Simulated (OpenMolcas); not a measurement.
**One shape, several levels: BGeH5 (SMILES [BH2][GeH3])**

We compute a comparison of 6 runs (HF/3-21G, HF/aug-cc-pVDZ, B3LYP/aug-cc-pVDZ, BLYP/aug-cc-pVDZ, M06-2X/aug-cc-pVDZ, TPSS/aug-cc-pVDZ) of BGeH5. 

Program for the calculation: OpenMolcas 26.06.

1 further run of the same task is left out (set aside as unsound or not needed).

## Step 1: The system as given

BGeH5 has 7 atoms, charge 0, and is taken as a singlet. As SMILES, `[BH2][GeH3]`. Geometry: relaxed at PBE0-D4/def2-TZVP.

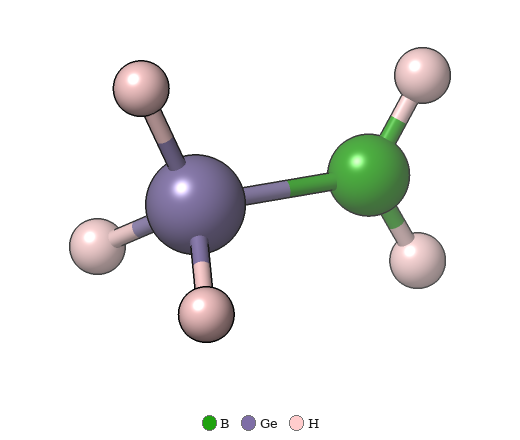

The structure, seen from a chosen angle (boron green, germanium purple, hydrogen pink).

## Step 2: Energy and gradient at HF/3-21G (run 1)

File job.inp:

```
&GATEWAY
 BasLib=$CurrDir
 Coord
 7
 bohr
 B      0.01417295    -2.30508793     0.50663557
 Ge     0.09240761     1.48551371    -0.34657577
 H     -1.97362996    -3.37240524     0.59110633
 H      1.88537975    -3.49467052     0.92332018
 H     -1.13591437     1.92695373    -2.95213015
 H     -1.51140295     2.95968906     1.58869275
 H      2.74482720     2.67150582    -0.39740940
 Basis=3-21G
 Group=NoSym

&SEWARD

&SCF
 Thresholds=1e-10 1e-07 1e-07 1e-05
 PrOrbitals=1

&ALASKA
```

The basis set 3-21G is read from a file made from the Basis Set Exchange's data (not shown).

Command:

```sh
export MOLCAS_MEM=1860
pymolcas job.inp > job.log
```

The log of the run:

```text
--- Start Module: gateway ---
[...]
--- Stop Module: gateway /rc=_RC_ALL_IS_WELL_ ---
[...]
      Basis functions           41
[...]
--- Start Module: scf ---
[...]
       Convergence after  10 Iterations
[...]
::    Total SCF energy                              -2092.7203259293
[...]
      Total spin, S                                     0.0000000000
[...]
      Total electronic charge=   42.000000
      Total            charge=   -0.000000
[...]
      Dipole Moment (debye):
      Origin of the operator (angstrom)=    0.0412    0.5007   -0.1193
                   X=  4.4177E-02               Y= -5.5796E-01               Z=  1.3151E-01           Total=  5.7495E-01
      Quadrupole Moment (debye*angstrom):
[...]
--- Stop Module: scf /rc=_RC_ALL_IS_WELL_ ---
--- Start Module: alaska ---
[...]
 *              Molecular gradients               *
 **************************************************
  Irreducible representation: a
 ------------------------------------------------------------------------------------------
                              X                       Y                       Z
 ------------------------------------------------------------------------------------------
  B1               -8.10514790558825E-04    1.03072776159649E-02   -2.40141757130852E-03
  GE2               3.11982924635834E-03   -8.38224762155093E-03    2.21206339579560E-03
  H3               -3.08494896373945E-03   -1.82406244611721E-03    1.64787790762150E-04
  H4                2.83833944761014E-03   -1.84732189430026E-03    6.38766991945650E-04
  H5               -4.24200982863887E-04    6.67725603845204E-04    1.36208525762882E-03
  H6               -1.72211535243161E-04   -1.22949088212643E-05   -1.59507759533817E-03
  H7               -1.46629242156671E-03    1.09092365095487E-03   -3.81208269497807E-04
 ------------------------------------------------------------------------------------------
--- Stop Module: alaska /rc=_RC_ALL_IS_WELL_ ---
[...]
```

It took 3.3 s on 1 thread of Intel Xeon Platinum 8259CL at 2.50GHz (Skylake/Cascade Lake), shared host; peak memory 0.38 GiB.

## Step 3: Energy and gradient at HF/aug-cc-pVDZ (run 2)

File mol.xyz:

```xyz
7

B      0.007500    -1.219800     0.268100
Ge     0.048900     0.786100    -0.183400
H     -1.044400    -1.784600     0.312800
H      0.997700    -1.849300     0.488600
H     -0.601100     1.019700    -1.562200
H     -0.799800     1.566200     0.840700
H      1.452500     1.413700    -0.210300
```

File job.inp:

```
* BGeH5 Hartree-Fock

&GATEWAY
  BasLib=$CurrDir
  Coord=mol.xyz
  Basis=aug-cc-pVDZ
  Group=NoSym

&SEWARD

&SCF
  Thresholds=1e-10 1e-07 1e-07 1e-05
  PrOrbitals=0

&ALASKA
```

The basis set aug-cc-pVDZ is read from a file made from the Basis Set Exchange's data (not shown).

Command:

```sh
export MOLCAS_MEM=1860
pymolcas job.inp > job.log
```

The log of the run:

```text
--- Start Module: gateway ---
[...]
--- Stop Module: gateway /rc=_RC_ALL_IS_WELL_ ---
[...]
      Basis functions          104
[...]
--- Start Module: scf ---
[...]
       Convergence after  11 Iterations
[...]
::    Total SCF energy                              -2102.8848150913
[...]
      Total spin, S                                     0.0000000000
[...]
      Total electronic charge=   42.000000
      Total            charge=   -0.000000
[...]
      Dipole Moment (debye):
      Origin of the operator (angstrom)=    0.0412    0.5007   -0.1193
                   X=  6.4944E-02               Y= -6.2640E-01               Z=  1.4887E-01           Total=  6.4711E-01
      Quadrupole Moment (debye*angstrom):
[...]
--- Stop Module: scf /rc=_RC_ALL_IS_WELL_ ---
[...]
--- Start Module: alaska ---
[...]
 *              Molecular gradients               *
 **************************************************
  Irreducible representation: a
 ------------------------------------------------------------------------------------------
                              X                       Y                       Z
 ------------------------------------------------------------------------------------------
  B1               -6.70080781964066E-04    7.54505290401042E-03   -1.75965719176485E-03
  GE2               1.57487794995925E-03   -9.89245858622834E-03    2.41446747992402E-03
  H3                1.03149393298185E-03    1.02424540433699E-03   -1.54769683245293E-04
  H4               -8.13925523024839E-04    1.29982171261833E-03   -3.61363461870101E-04
  H5               -2.70446770686217E-04    9.70304824838841E-05    7.40689315070320E-04
  H6               -1.32242639668601E-04   -2.59716509343644E-04   -7.70619203372291E-04
  H7               -7.19676167568295E-04    1.86024592061074E-04   -1.08747254745550E-04
 ------------------------------------------------------------------------------------------
--- Stop Module: alaska /rc=_RC_ALL_IS_WELL_ ---
[...]
```

It took 25 s on 1 thread of Intel Xeon Platinum 8259CL at 2.50GHz (Skylake/Cascade Lake), shared host; peak memory 0.59 GiB.

Runs 3 to 5 aren't shown in full; the table further down has their settings and results.

## Step 4: Energy and forces at TPSS/aug-cc-pVDZ (run 6)

File test.input:

```
* BGeH5 Kohn-Sham DFT
&GATEWAY
BASLIB = $CurrDir
COORD
7
angstrom
B        0.007500      -1.219800       0.268100
Ge       0.048900       0.786100      -0.183400
H       -1.044400      -1.784600       0.312800
H        0.997700      -1.849300       0.488600
H       -0.601100       1.019700      -1.562200
H       -0.799800       1.566200       0.840700
H        1.452500       1.413700      -0.210300
BASIS = aug-cc-pVDZ
GROUP = NoSym
&SEWARD
GRIDINPUT
Grid=UltraFine
End of Grid
&SCF
KSDFT = 2
1.0 MGGA_X_TPSS
1.0 MGGA_C_TPSS
THRESHOLDS = 1e-10 1e-07 1e-07 1e-05
PRORBITALS = 0
&ALASKA
```

The basis set aug-cc-pVDZ is read from a file made from the Basis Set Exchange's data (not shown).

Command:

```sh
export MOLCAS_MEM=1860
pymolcas test.input > test.log
```

The log of the run:

```text
--- Start Module: gateway ---
[...]
--- Stop Module: gateway /rc=_RC_ALL_IS_WELL_ ---
[...]
      Basis functions          104
[...]
--- Start Module: scf ---
[...]
       Convergence after  12 Iterations
[...]
::    Total KS-DFT energy                           -2104.7662415900
[...]
      Total spin, S                                     0.0000000000
[...]
      Total electronic charge=   42.000000
      Total            charge=   -0.000000
[...]
      Dipole Moment (debye):
      Origin of the operator (angstrom)=    0.0412    0.5007   -0.1193
                   X=  3.5831E-03               Y= -4.5435E-01               Z=  1.0408E-01           Total=  4.6613E-01
      Quadrupole Moment (debye*angstrom):
[...]
--- Stop Module: scf /rc=_RC_ALL_IS_WELL_ ---
[...]
--- Start Module: alaska ---
[...]
 *              Molecular gradients               *
 **************************************************
  Irreducible representation: a
 ------------------------------------------------------------------------------------------
                              X                       Y                       Z
 ------------------------------------------------------------------------------------------
  B1                4.24919757150422E-05   -8.76679822341409E-04    2.17020935877610E-04
  GE2              -8.34519340995876E-04    2.65145342327244E-04   -1.13820196437908E-04
  H3                3.66948067945483E-03    1.94261786821048E-03   -1.55499190052311E-04
  H4               -3.47724557279694E-03    2.08164149657009E-03   -7.49222557250517E-04
  H5                1.02961634693832E-03   -7.35970011407794E-04    1.80023122931150E-03
  H6                1.29135332136210E-03   -1.42278445525079E-03   -1.14291306308356E-03
  H7               -1.72117740966105E-03   -1.25397041813624E-03    1.44202841627278E-04
 ------------------------------------------------------------------------------------------
--- Stop Module: alaska /rc=_RC_ALL_IS_WELL_ ---
[...]
```

Wall time 78 s (1 thread of Intel Xeon Platinum 8259CL at 2.50GHz (Skylake/Cascade Lake), shared host); peak memory 0.59 GiB.

## Step 5: The series

```csv
run,level,integration grid,energy (Eh),dipole moment (D),HOMO energy (eV),LUMO energy (eV),wall time
1,HF/3-21G,–,-2092.720326,0.57,-11.17,1.37,3.3 s
2,HF/aug-cc-pVDZ,–,-2102.884815,0.65,-11.16,0.74,25 s
3,B3LYP/aug-cc-pVDZ,UltraFine,-2104.829692,0.49,-8.17,-2.65,59 s
4,BLYP/aug-cc-pVDZ,UltraFine,-2104.795437,0.42,-7.07,-3.29,64 s
5,M06-2X/aug-cc-pVDZ,UltraFine,-2104.754193,0.52,-9.42,-1.54,85 s
6,TPSS/aug-cc-pVDZ,UltraFine,-2104.766242,0.47,-7.30,-3.19,78 s
```

## Step 6: Summary of results

| quantity | value |
| --- | --- |
| run 6: total energy | -2104.76624 Eh |
| run 6: dipole moment | 0.47 D |
| run 6: HOMO energy | -7.30 eV |
| run 6: LUMO energy | -3.19 eV |
| run 6: HOMO–LUMO gap | 4.11 eV |
| run 6: largest force on an atom | 0.214 eV/Å |

**Reading.** The dipole moment (its size) runs from 0.42 D (BLYP/aug-cc-pVDZ) to 0.65 D (HF/aug-cc-pVDZ). The HOMO–LUMO gap runs from 3.78 eV (BLYP/aug-cc-pVDZ) to 12.54 eV (HF/3-21G). The two ends differ in method and basis. Totals of different functionals can't be ranked against each other. All runs together took 5.2 min, the longest 85 s.
